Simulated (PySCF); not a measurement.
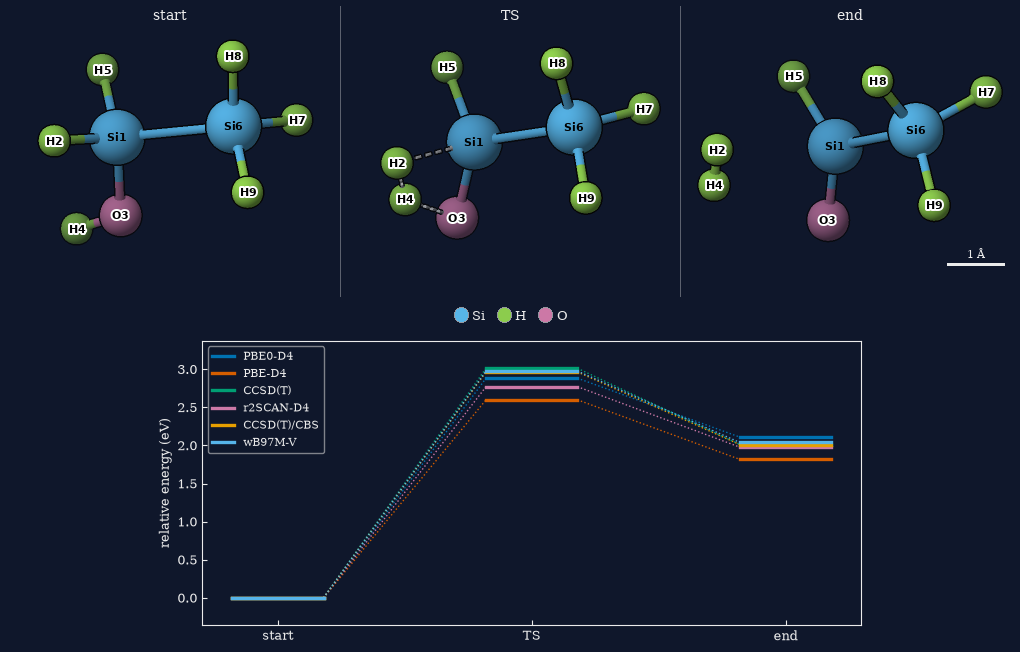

A reaction step of Si$_{2}$H$_{6}$O, with its energy diagram. The picture is a ball-and-stick view, seen at a tilt. Dashed sticks mark bonds that form or break.

Stationary points at PBE0-D4/def2-TZVP, single-point energies with PBE0-D4, PBE-D4, CCSD(T), r2SCAN-D4, CCSD(T)/CBS, wB97M-V (def2-TZVPP where no basis is named; PySCF 2.14.0). The energies are electronic, without zero-point or thermal terms, and both ends are the minima reached downhill from the saddle, with any fragments still in contact. CCSD(T)/CBS stands for a frozen-core estimate: MP2 correlation extrapolated from def2-TZVPP and def2-QZVPP, CCSD(T) minus MP2 from the smaller set.

> Describe the step and its energetics.

Counted by bonded pieces, the start holds Si₂H₆O and the end holds H₂ + Si₂H₄O. From the start over the saddle to the end, a bond forms: H2–H4 (2.90 → 0.94 → 0.75 Å). Bonds break: Si1–H2 (1.49 → 1.77 → 2.89 Å), O3–H4 (0.96 → 1.51 → 3.16 Å). The saddle has one imaginary mode, 1365i cm⁻¹. With PBE0-D4 the barrier is 2.88 eV from the start and 0.77 eV from the end, and the end lies 2.11 eV above the start.

```
      level  barrier from the start (eV)  barrier from the end (eV)  the end less the start (eV)
    PBE0-D4                         2.88                       0.77                         2.11
     PBE-D4                         2.60                       0.78                         1.82
    CCSD(T)                         3.01                       1.00                         2.01
  r2SCAN-D4                         2.77                       0.79                         1.98
CCSD(T)/CBS                         2.97                       0.95                         2.01
    wB97M-V                         2.98                       0.94                         2.04
```

Against CCSD(T)/CBS, wB97M-V comes closest on the barrier from the start (+0.01 eV) and PBE-D4 misses most (−0.37 eV).
